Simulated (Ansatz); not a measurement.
CsCl-type PdIn was calculated with B3LYP (VWN-RPA form) (plane waves, PAW; Ansatz, a first-principles code).

Run with plane-wave cutoff 460 eV, 8×8×8 k mesh, Fermi–Dirac smearing 0.05 eV, scalar-relativistic PAW data made under PBE.

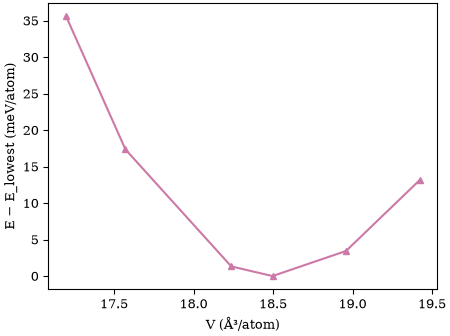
Fig. 1. Total energy against volume

Question: From the curve, estimate the equilibrium volume and the bulk modulus.

Answer: V0 ≈ 18.5 Å³/atom and B0 ≈ 100 GPa; the fit gives V0 = 18.507 Å³/atom, B0 = 104 GPa, B′ = 5.9.

Spin–orbit coupling is not included.

Computed values are for the static lattice.
